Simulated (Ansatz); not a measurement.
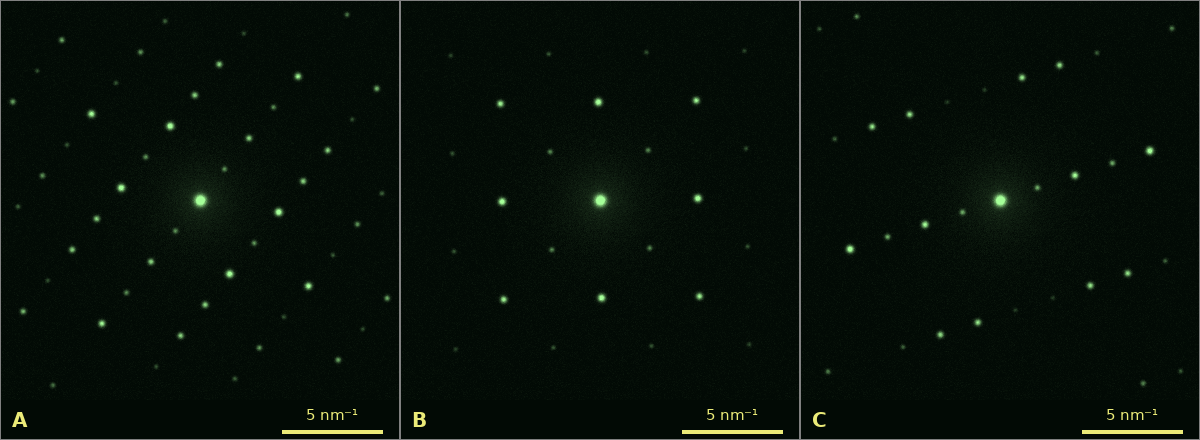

Kinematic zone-axis patterns, calculated for 200 keV electrons with B = 0.5 Å².

All three come from LuAs2Rh2, space group I4/mmm (No. 139), a = 4.086 Å, c = 10.143 Å. Structure: coordinates from a relaxation (final pressure about 5 GPa) with DFT, PAW plane waves, pbe in Ansatz 0.2.0; the starting structure was generated, so it need not be a known form of this composition.

Q: Assign the zone axes [001], [110], [210] to A, B and C.

A: A is [110]: rectangular net of 0 0 2 at d = 5.07 Å and 1 -1 0 at d = 2.89 Å, at 90.0°. B is [001]: square net of 1 -1 0 at d = 2.89 Å and 1 1 0 at d = 2.89 Å, at 90.0°. C is [210]: centred rectangular net of 0 0 2 at d = 5.07 Å and 1 -2 1 (weak) at d = 1.80 Å, at 79.8°.
